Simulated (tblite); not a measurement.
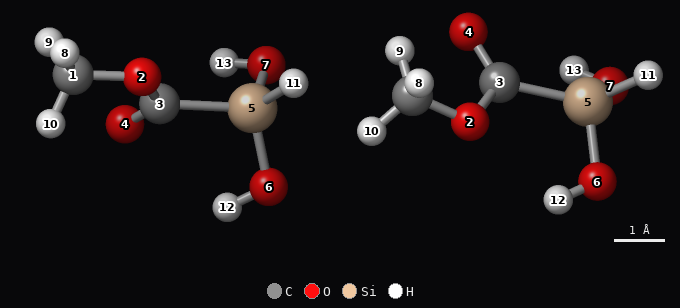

Two geometries of C2H6O4Si (charge −1, multiplicity 2), drawn at one scale. One is the start of a relaxation, the other its converged end. A ball-and-stick model, seen at a tilt.

These are results of GFN2-xTB geometry optimisation, gas phase (tblite), not measurements. 

### Which one is relaxed?

The right one is the relaxed one. After 191 geometry steps the energy has fallen by 20.2 kcal/mol. The atom that moves furthest after the best rigid fit is O4 (1.90 Å). Largest moves by element: O 1.90 Å, H 1.23 Å, C 0.50 Å, Si 0.20 Å. Among the contacts that change: O2–C3 1.390 → 1.488 Å, C3–Si5 1.906 → 1.843 Å, C1–O2 1.414 → 1.388 Å, O6–H12 0.974 → 0.954 Å. Bond angles that change, for instance: C3–Si5–H11 115.0° → 132.5°, O4–C3–Si5 114.2° → 128.9°, O2–C3–O4 131.4° → 117.3°. Groups turn about C3–Si5 by about 95°, C1–O2 by about 65°, Si5–O6 by about 25°.
